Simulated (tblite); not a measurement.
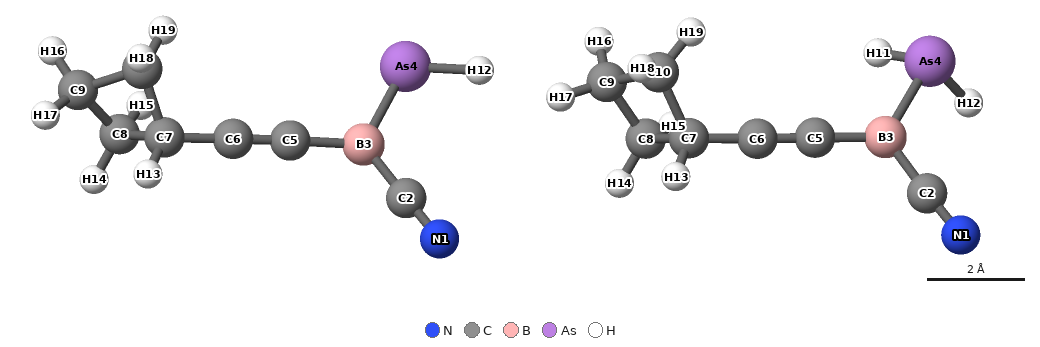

Two geometries of C₇H₉AsBN, drawn at one scale. One is the start of a relaxation, the other its converged end. Style: ball-and-stick. Shown at a tilt.

Theory: GFN2-xTB geometry optimisation, gas phase in tblite. 

Q: Which one is relaxed?

A: The right one is the relaxed one. After 112 geometry steps the energy has fallen by 29.2 kcal/mol. H12 moves most after the best rigid fit: 1.47 Å. By element the largest moves are H 1.47 Å, C 0.39 Å, B 0.27 Å, As 0.24 Å, N 0.11 Å. Near-neighbour distances that change, for instance: As4–H12 1.583 → 1.501 Å, B3–C5 1.556 → 1.488 Å, As4–H11 1.559 → 1.505 Å, C7–C8 1.508 → 1.549 Å. Bond angles that change, for instance: H11–As4–H12 111.0° → 91.0°, B3–As4–H11 107.9° → 93.9°, B3–As4–H12 105.3° → 94.1°. Groups turn about C7–C10 by about 20°. Cost: 1.8 s on 1 thread of Arm Neoverse N1 (shared host).
